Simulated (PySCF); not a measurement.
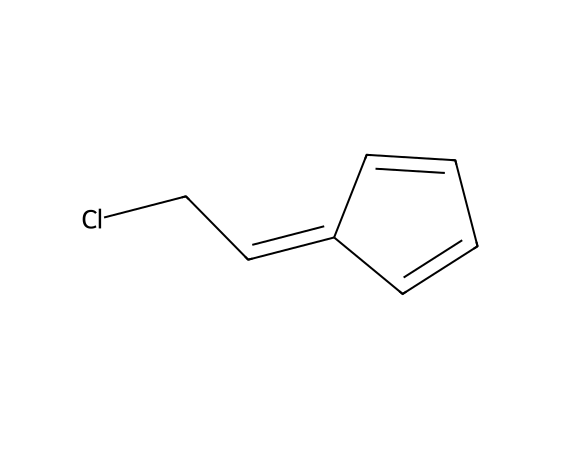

The drawing above gives the connectivity. The computed structure is the end point of a GFN2-xTB optimisation. No frequency run is at hand to confirm it as a minimum.

What does the molecule look like in three dimensions?

It has 15 atoms: 7 carbon, 7 hydrogen and 1 chlorine (C₇H₇Cl). Its SMILES string is `ClCC=C1C=CC=C1`. Independent rings (smallest set): 1 of 5 members. Among its groups: alkene, C–Cl bond. This geometry has C1 symmetry. Coordination: 1 C tetrahedral; 6 C trigonal planar.

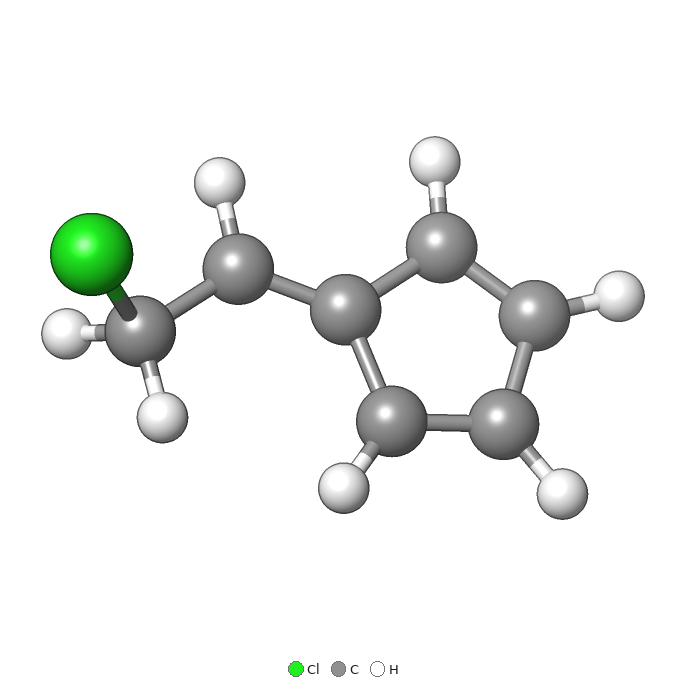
